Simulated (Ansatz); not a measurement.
## Fields on a plane of Mo (bcc, W type)

```
Mo
1.0
   -1.58038     1.58038     1.58038
    1.58038    -1.58038     1.58038
    1.58038     1.58038    -1.58038
Mo
1
Direct
  0.00000   0.00000   0.00000
```

The slice is a {211} plane (indices of the conventional cell) through the point (0.000, 0.000, 0.000) (fractional), spanned by u = [111] and v = [1 0 -1] in vectors of this cell: u (2.74 Å) and v (4.47 Å, at 90° to u). It covers one period; positions are fractions (u, v).

Atoms on it: Mo at (0.00, 0.00).

Computed with PBE (plane waves to 420 eV, PAW, scalar-relativistic; Ansatz, a first-principles code). k mesh 21×21×21. Near the nuclei the fields are pseudised (PAW); where an atom keeps semicore shells as valence, they peak there. Mo is run without spin polarisation. Mo was relaxed with its symmetry unable to fall. The PAW data are Ansatz's earlier set.

```
|xxxxxxxxxxxx  ====  xxxxxxxxxx|
|xxxxxxxxxxxx..++++..xxxxxxxxxx|
|xxxxxxxxxx  ==****==  xxxxxxxx|
|xxxxxxxx  ::**%%%%**::  xxxxxx|
|xxxx    --**%%@@@@%%**--    xx|
|  ..::==**%%@@@@@@@@%%**==::..|
|******##%%%%@@@@@@@@%%%%##****|
|%%%%%%%%%%%%%%%%%%%%%%%%%%%%%%|
|@@@@@@%%%%############%%%%@@@@|
|@@@@%%####**++++++++**####%%@@|
|@@%%%%##**++========++**##%%%%|
|@@%%##**++++========++++**##%%|
|@@%%%%##**++========++**##%%%%|
|@@@@%%####**++++++++**####%%@@|
|@@@@@@%%%%############%%%%@@@@|
|%%%%%%%%%%%%%%%%%%%%%%%%%%%%%%|
|******##%%%%@@@@@@@@%%%%##****|
|  ..::==**%%@@@@@@@@%%**==::..|
|xxxx    --**%%@@@@%%**--    xx|
|xxxxxxxx  ::**%%%%**::  xxxxxx|
|xxxxxxxxxx  ==****==  xxxxxxxx|
|xxxxxxxxxxxx..++++..xxxxxxxxxx|
|xxxxxxxxxxxx  ====  xxxxxxxxxx|
|xxxxxxxxxxxx  ----  xxxxxxxxxx|
```
Scale: ten equal steps from 5.00 (start of ' ') to 13.69 (end of '@'), in the order ' .:-=+*#%@'. Values: electrostatic potential energy of an electron, from the cell's mean, in eV. The map has 15 points along u (two characters each, u = 0 at the left) and 24 along v (v = 0 in the bottom row). Points within 1 Å of a nucleus are blanked (x), as the pseudised field means little there. Values under 5 eV are set to 5. The zero, the cell's mean, hangs on the PAW cores.

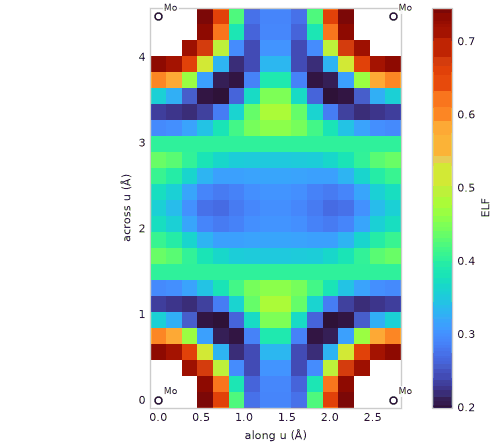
Fig. 1. Electron localisation function (ELF), one period of the plane, atoms marked. Points within 0.5 Å of a nucleus are left white, as the pseudised field means little there.

The density on the Mo–Mo line (2.74 Å) at its midpoint is 0.37 e/Å³ and the ELF at that point comes out as 0.3.
